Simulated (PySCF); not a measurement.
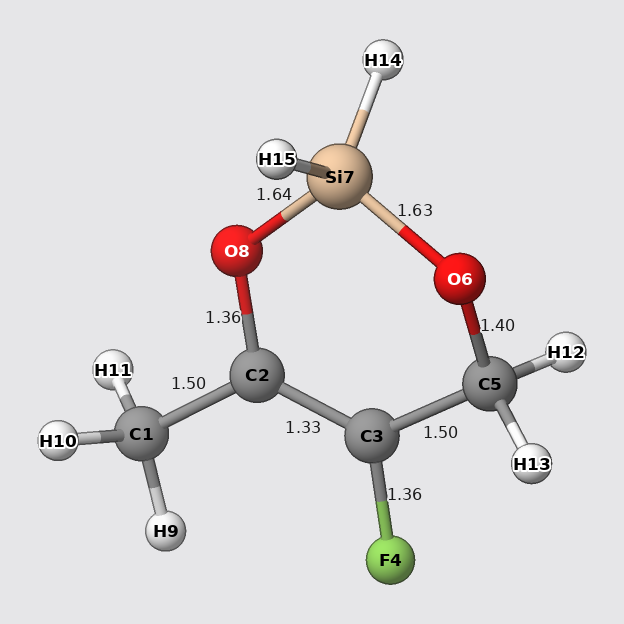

Bond lengths are marked in Å; every bond is drawn as one stick. The computed structure is the end point of a GFN2-xTB optimisation. No frequency run is at hand to confirm it as a minimum.

> Which of the marked bonds are single, double, triple or aromatic?

C1–C2 single; C2–C3 double; C2–O8 single; C3–F4 single; C3–C5 single; C5–O6 single; O6–Si7 single; Si7–O8 single.

> Write the SMILES.

CC1=C(F)CO[SiH2]O1
